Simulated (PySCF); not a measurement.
# One shape, several levels: C2H2N2Sn (SMILES N#[C][SnH2][C]#N)

Aim: a comparison of 4 runs (HF/STO-3G, HF/def2-SVP, HF/def2-TZVP, HF/def2-TZVPP) of C2H2N2Sn. 

The results are computed with PySCF 2.14.0.

## (1) The system as given

The species is C2H2N2Sn (7 atoms), meant as a singlet with charge 0. As SMILES, `N#[C][SnH2][C]#N`. The shape is that of a PBE0-D4/def2-TZVP optimisation.

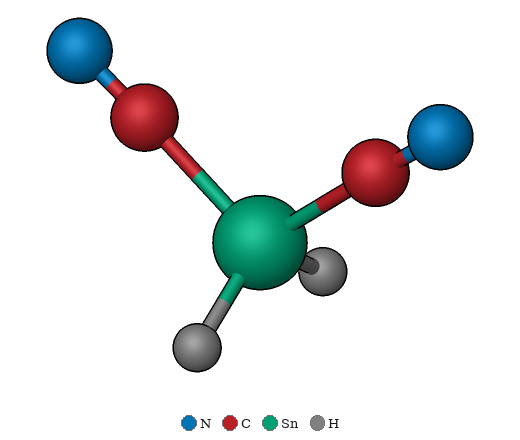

The structure, seen from a chosen angle (nitrogen blue, carbon red, tin teal, hydrogen grey).

## (2) The charge distribution at HF/STO-3G (run 1)

The input, start.xyz:

```xyz
7

N      1.155100     2.513500    -0.842700
C      0.595900     1.521500    -0.671100
Sn    -0.453200    -0.278100    -0.416200
C      0.257200    -1.054400     1.399500
N      0.623600    -1.509700     2.391800
H     -2.095200     0.073600    -0.246800
H     -0.022200    -1.334400    -1.660100
```

The input, input.py:

```python
from pyscf import gto

mol = gto.M(
    atom='start.xyz',
    basis='sto-3g',
    max_memory=1860,
    verbose=4,
    spin=0,
)

calc0 = mol.RHF()
calc0.conv_tol = 1e-10
calc0.kernel()
if not calc0.converged:
    calc0 = calc0.newton().run(calc0.mo_coeff, calc0.mo_occ)

e_final = calc0.e_tot
print(f'total energy: {e_final:.8f} hartree')
calc0.analyze()
quad = calc0.quad_moment()
```

The run is started by

```bash
OMP_NUM_THREADS=1 python input.py
```

The program printed:

```text
PySCF version 2.14.0

[... 69 lines left out ...]
DFT Exchange-Correlation Energy =     -183.923309722602880
[... 11 lines left out ...]
MO #10  energy= -18.2821122202997  occ= 2
[... 9 lines left out ...]
MO #20  energy= -3.65095112738764  occ= 2
[... 9 lines left out ...]
MO #30  energy= -0.68815528115277  occ= 2
[... 9 lines left out ...]
MO #40  energy= 0.294576487464886  occ= 0
[... 68 lines left out ...]
Dipole moment(X, Y, Z, Debye): -3.12041, -1.81263, -2.76732
Traceless quadrupole moment (Debye*A):
```

Wall time 3 s (1 thread of Intel Xeon at 2.50GHz (Skylake/Cascade Lake), shared host); peak memory 0.12 GiB.

Atomic charges (e):

| atom | Mulliken |
| --- | --- |
| N1 | -0.205 |
| C2 | -0.190 |
| Sn3 | +1.086 |
| C4 | -0.190 |
| N5 | -0.205 |
| H6 | -0.148 |
| H7 | -0.148 |

## (3) Energy and one-electron properties at HF/def2-SVP (core potential) (run 2)

The input, calc.py:

```python
from pyscf import gto

system = gto.M(
    atom=[
    ('N', (1.155100, 2.513500, -0.842700)),
    ('C', (0.595900, 1.521500, -0.671100)),
    ('Sn', (-0.453200, -0.278100, -0.416200)),
    ('C', (0.257200, -1.054400, 1.399500)),
    ('N', (0.623600, -1.509700, 2.391800)),
    ('H', (-2.095200, 0.073600, -0.246800)),
    ('H', (-0.022200, -1.334400, -1.660100)),
],
    max_memory=1860,
    spin=0,
    verbose=3,
    ecp={'Sn': 'def2-svp'},
    basis='def2-svp',
)

mf = system.RHF()
mf.conv_tol = 1e-10
mf.kernel()
if not mf.converged:
    mf = mf.newton().run(mf.mo_coeff, mf.mo_occ)

energy = mf.e_tot
print('E = %.10f Eh' % energy)
mf.analyze()
quad = mf.quad_moment()
```

The run is started by

```bash
OMP_NUM_THREADS=1 python calc.py
```

The program printed:

```text
converged SCF energy = -398.960233356367
[... 14 lines left out ...]
MO #13  energy= -1.39932238666625  occ= 2
[... 15 lines left out ...]
MO #29  energy= 0.137001484022209  occ= 0
[... 15 lines left out ...]
MO #45  energy= 0.747152720496759  occ= 0
[... 15 lines left out ...]
MO #61  energy= 1.39844776491304   occ= 0
[... 15 lines left out ...]
MO #77  energy= 2.58619870167094   occ= 0
[... 23 lines left out ...]
Dipole moment(X, Y, Z, Debye): -3.34649, -1.94399, -2.96780
Traceless quadrupole moment (Debye*A):
```

It took 5.1 s on 1 thread of Intel Xeon at 2.50GHz (Skylake/Cascade Lake), shared host; peak memory 0.19 GiB.

Atomic charges (e):

```
atom  Mulliken
  N1    -0.089
  C2    -0.309
 Sn3    +0.995
  C4    -0.309
  N5    -0.089
  H6    -0.100
  H7    -0.100
```

Run 3 isn't shown in full; the table further down has it.

## (4) The charge distribution at HF/def2-TZVPP (core potential) (run 4)

The input, job.py:

```python
# N#[C][SnH2][C]#N
from pyscf import gto, scf

molecule = gto.M(
    atom='''
N    1.155100   2.513500  -0.842700
C    0.595900   1.521500  -0.671100
Sn  -0.453200  -0.278100  -0.416200
C    0.257200  -1.054400   1.399500
N    0.623600  -1.509700   2.391800
H   -2.095200   0.073600  -0.246800
H   -0.022200  -1.334400  -1.660100
''',
    spin=0,
    verbose=3,
    max_memory=1860,
    basis='def2-tzvpp',
    ecp={'Sn': 'def2-svp'},
)

mf = scf.RHF(molecule)
mf.conv_tol = 1e-10
mf.kernel()
if not mf.converged:
    mf = mf.newton().run(mf.mo_coeff, mf.mo_occ)

e_final = mf.e_tot
print('Final energy', e_final)
dip = mf.dip_moment()
pop, q = mf.mulliken_pop()
quad = mf.quad_moment()
```

The run is started by

```bash
OMP_NUM_THREADS=1 python job.py
```

The program printed:

```text
converged SCF energy = -399.194282037262
Final energy -399.1942820372625
Dipole moment(X, Y, Z, Debye): -3.43098, -1.99290, -3.04271
[... 211 lines left out ...]
Traceless quadrupole moment (Debye*A):
```

Run time: 3.6 min. Hardware: 1 thread of Intel Xeon at 2.50GHz (Skylake/Cascade Lake), shared host; peak memory 0.12 GiB.

Atomic charges (e):

```csv
atom,Mulliken
N1,-0.139
C2,-0.335
Sn3,+1.167
C4,-0.335
N5,-0.139
H6,-0.110
H7,-0.110
```

## (5) The series

| run | level | core potential | energy (Eh) | dipole moment (D) | HOMO energy (eV) | LUMO energy (eV) | wall time |
| --- | --- | --- | --- | --- | --- | --- | --- |
| 1 | HF/STO-3G | – | -6146.771813 | 4.55 | -10.86 | 8.02 | 3 s |
| 2 | HF/def2-SVP (core potential) | def2-svp | -398.960233 | 4.88 | -13.03 | 1.98 | 5.1 s |
| 3 | HF/def2-TZVP (core potential) | def2-svp | -399.193901 | 5.00 | -13.06 | 1.46 | 40 s |
| 4 | HF/def2-TZVPP (core potential) | def2-svp | -399.194282 | 5.00 | -13.06 | 1.46 | 3.6 min |

## (6) What came out

```
            quantity          value
 run 4: total energy  -399.19428 Eh
run 4: dipole moment         5.00 D
  run 4: HOMO energy      -13.06 eV
  run 4: LUMO energy        1.46 eV
run 4: HOMO–LUMO gap       14.52 eV
```

In words: The dipole moment (its size) runs from 4.55 D (HF/STO-3G) to 5.00 D (HF/def2-TZVP). The two ends differ in basis and core potential. The HOMO–LUMO gap runs from 14.52 eV (HF/def2-TZVPP) to 18.87 eV (HF/STO-3G). Some runs of one species differ in core potentials or relativity; totals across that change don't compare. In run 1 the basis is minimal, so the values are rough. In run 1 relativity is left out where basis or elements ask for it. All runs together took 4.4 min, the longest 3.6 min.
